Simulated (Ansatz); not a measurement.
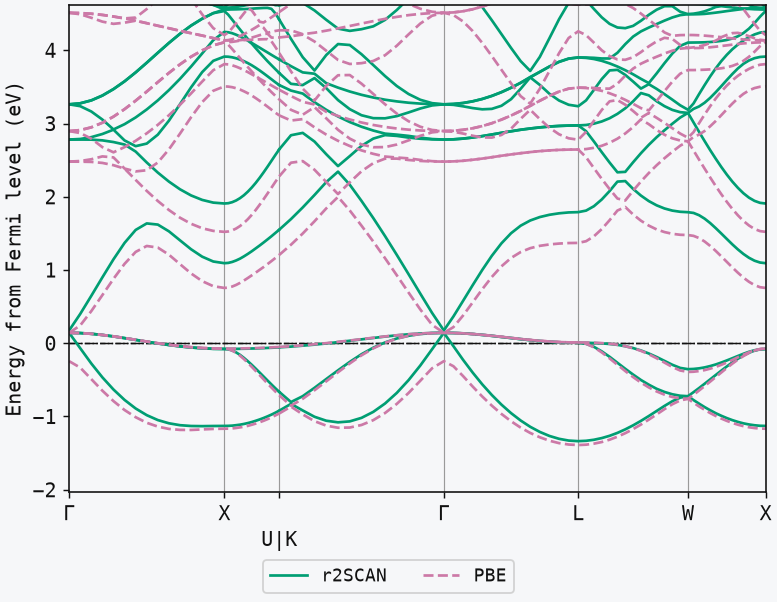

Band structures of K3Pb, space group Fm-3m, 4 atoms in the cell, by two methods on the same cell. Each is counted from its own Fermi level.

> How do the methods compare?

Both give a metal. The 4 bands that come within 1 eV of the Fermi level differ by 0.11 eV on average and by 0.42 eV at most (at L).

Settings. r2SCAN: DFT r2SCAN, scalar-relativistic, plane waves, PAW, no spin polarisation, 10×10×10 k mesh, 500 eV cutoff, Gaussian smearing of 0.1 eV (Ansatz). PBE: DFT PBE, scalar-relativistic, plane waves, PAW, no spin polarisation, 10×10×10 k mesh, 420 eV cutoff, Gaussian smearing of 0.1 eV (Ansatz).

The structure is an invented one, so it need not be a known or stable phase. Spin-orbit coupling is left out, which matters for Pb.
